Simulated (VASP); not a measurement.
Data:

```xyz
12
Lattice="5.0215 0.0000 0.0000 0.0000 5.0215 0.0000 0.0000 0.0000 7.0117" Properties=species:S:1:pos:R:3 pbc="T T T"
Si     1.0079     1.0079     0.0000
Si     1.5029     3.5187     5.2588
Si     4.0136     4.0136     3.5059
Si     3.5187     1.5029     1.7529
O      3.0320     3.7114     4.7597
O      3.8208     0.5213     3.0068
O      1.9895     1.3101     1.2539
O      1.2007     4.5003     6.5126
O      0.5213     3.8208     4.0049
O      1.3101     1.9895     5.7579
O      4.5003     1.2007     0.4991
O      3.7114     3.0320     2.2520
```

Level of theory: PBEsol GGA, VASP's PBE PAW potentials (set 64) (plane waves; VASP). Settings: 520 eV cut-off, 5×5×4 Γ-centred mesh, tetrahedra with Blöchl corrections, potentials Si O.

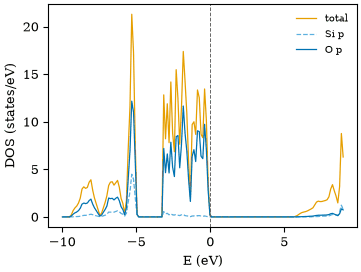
Figure: Total and projected density of states, zero at the valence-band maximum

Within 2 eV below the valence-band maximum the largest weight inside VASP's projection spheres is O p.

The gap is direct, 5.57 eV, from the valence maximum at Γ to the conduction minimum at Γ.

The structure comes from a computed database's SiO2 entry (P4_32_12); how it stands against other phases isn't given here. It was relaxed first.
